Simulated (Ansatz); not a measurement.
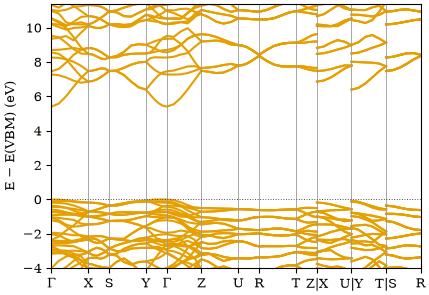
Figure: Band structure from plane-wave PAW PBE (Ansatz code)

**Question.** Read off the gap and where the band edges lie.

**Answer.** About 5.4 eV (5.41 eV by a search for the band edges); maximum on the Y–Γ line, 65 % of the way from Y, minimum at Γ.

The material is SiO$_{2}$ in space group Pbca (No. 61; Si on 8c, O on 8c, O on 8c).

A made-up cell: these elements were put on the sites of a structure type; neither database checked (COD, Materials Project) lists it. It is not the phase usual at ambient conditions (space group No. 92, 152, 154). The PBE relaxation kept the symmetry of its start; of distortions, only those at the zone centre were tested.

Potentials: the later of the program's two PAW sets.
